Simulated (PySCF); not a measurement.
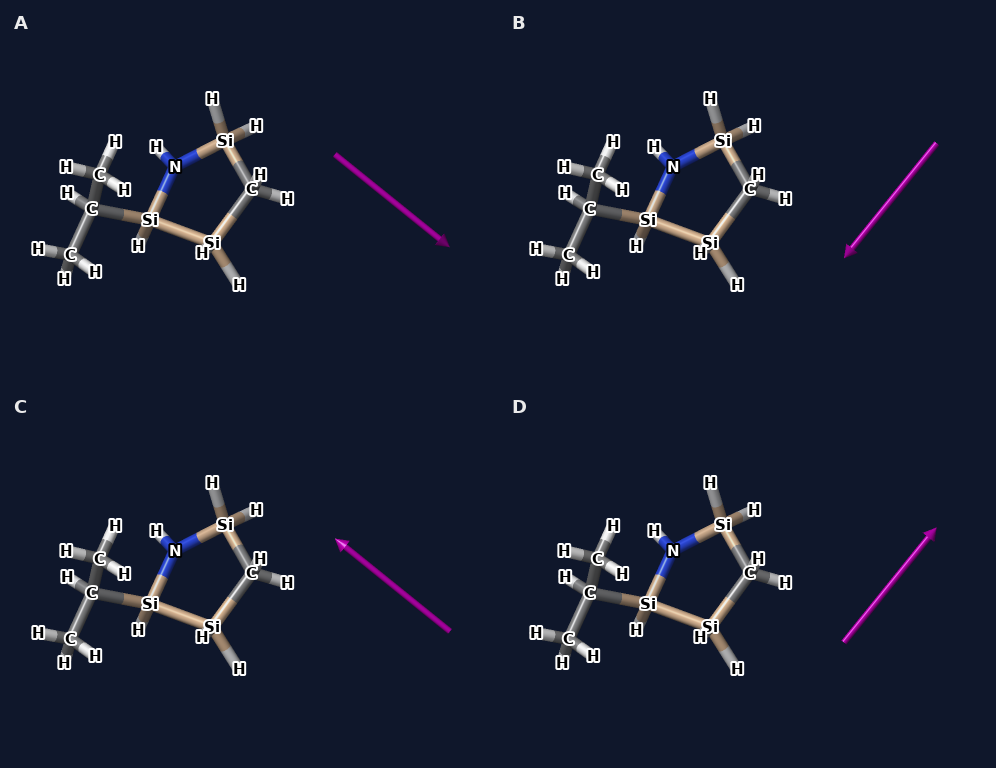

The same molecule four times, each with an arrow. Computed geometry: GFN2-xTB optimisation. No frequency run is at hand to confirm it as a minimum. Level of theory: PBE0/pcSseg-1, gas phase (PySCF 2.14.0).

**Which arrow points along the dipole moment, from the negative to the positive end?**

C. The dipole moment is 0.61 D.

The geometry is semi-empirical. Around Si such bond lengths and angles can be off by a tenth of an ångström or more and by several degrees, and values that hang on the shape move with them.
